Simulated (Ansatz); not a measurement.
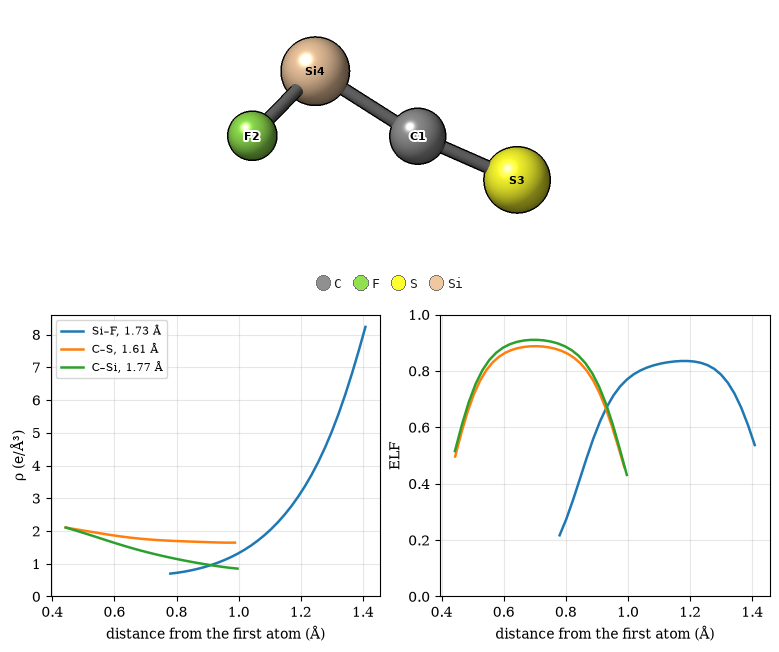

*CFSSi (SMILES F[Si]#C[S-]) (charge −1). Total electron density and ELF along straight lines between neighbouring atoms. The curves leave out the atomic cores. The structure is drawn too.*

Geometry: B3LYP-D3(BJ)/def2-SVPD.

These are results of isolated molecule in a Gaussian basis; Kohn-Sham density functional theory, functional PBE0 (Ansatz), not measurements.

### What can be read from the curves?

Si–F (1.73 Å): ρ at the midpoint is about 0.84 e/Å³; the ELF peaks at about 0.85 in the valence shell of F, 0.5 Å from its nucleus, and is about 0.50 at the midpoint.
C–S (1.61 Å): the density is about 1.7 e/Å³ at the midpoint; the ELF peaks at about 0.90 between the atoms (a covalent bond).
C–Si (1.77 Å): the density is about 0.99 e/Å³ at the midpoint; the ELF peaks at about 0.90 between the atoms; a covalent bond.
